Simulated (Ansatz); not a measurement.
Base system: BAs in the zinc blende structure (space group F-43m, No. 216; a = 4.7679 Å). Axes: x, y, z lie along the cube axes.

Structures relaxed with PBEsol (Ansatz, a quantum-chemistry and plane-wave program), scalar-relativistic without spin-orbit coupling.

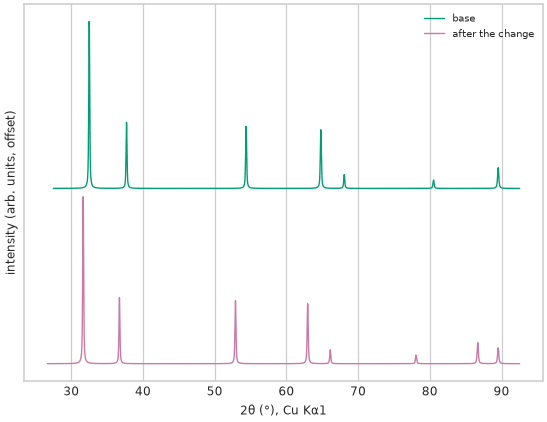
Figure. Simulated powder patterns before (top) and after one change

Q: Which of these changes matches the shifts?
A. biaxial strain −0.28 %, plane normal [111], relaxed out of plane
B. isotropic strain +2.60 %
C. biaxial strain +2.29 %, plane normal [111], relaxed out of plane
D. uniaxial strain ε_yy = +0.87 %

A: B, isotropic strain +2.60 %. Its volume per atom is 14.63 Å³ against 13.55 Å³, and its space group is F-43m (No. 216).

Stability against distortions was not tested.
